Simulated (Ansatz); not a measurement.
Given this structure, the geometry relaxed with DFT PBE, scalar-relativistic, plane waves, PAW in Ansatz 0.2.0; the starting structure was generated, so it need not be a known form of this composition, written in its standard cell:

```
CELL_PARAMETERS angstrom
4.37621 0.00000 0.00000
-2.18810 3.78991 0.00000
0.00000 0.00000 3.99819
ATOMIC_POSITIONS crystal
Ti 0.33333 0.66667 0.25000
Ti 0.66667 0.33333 0.75000
O 0.82350 0.64700 0.25000
O 0.17650 0.82350 0.75000
O 0.35300 0.17650 0.25000
O 0.17650 0.35300 0.75000
O 0.82350 0.17650 0.25000
O 0.64700 0.82350 0.75000
```

**Predict the [212] zone-axis pattern (200 kV, kinematic, B = 0.3 Å²).**

The spots form a rectangular net whose two shortest vectors correspond to d = 2.75 Å and 2.19 Å, 90.0° apart. They are -1 0 1 and -1 2 0. The pattern has symmetry 2mm. A glide plane extinguishes reflections such as 2 2 -3, 4 -2 -3; reflections such as 1 2 -2, 3 -2 -2 are allowed but too weak to see at this display level.

Strongest reflections with d > 0.81 Å, one of each family (|F|² from tabulated Gaussian fits of the electron scattering factors, times a small damping for the curvature of the Ewald sphere):

```csv
hkl,d (Å),I (strongest = 100)
2 -2 -1,1.712,100
2 -4 0,1.094,40
2 0 -2,1.375,20
1 0 -1,2.751,16
1 -2 0,2.188,15
4 -4 -2,0.856,4
```

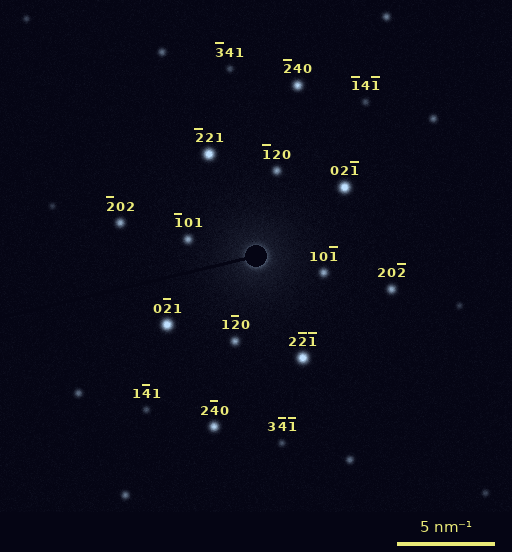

Calculated pattern, seen from the source side with [212] pointing towards the source.
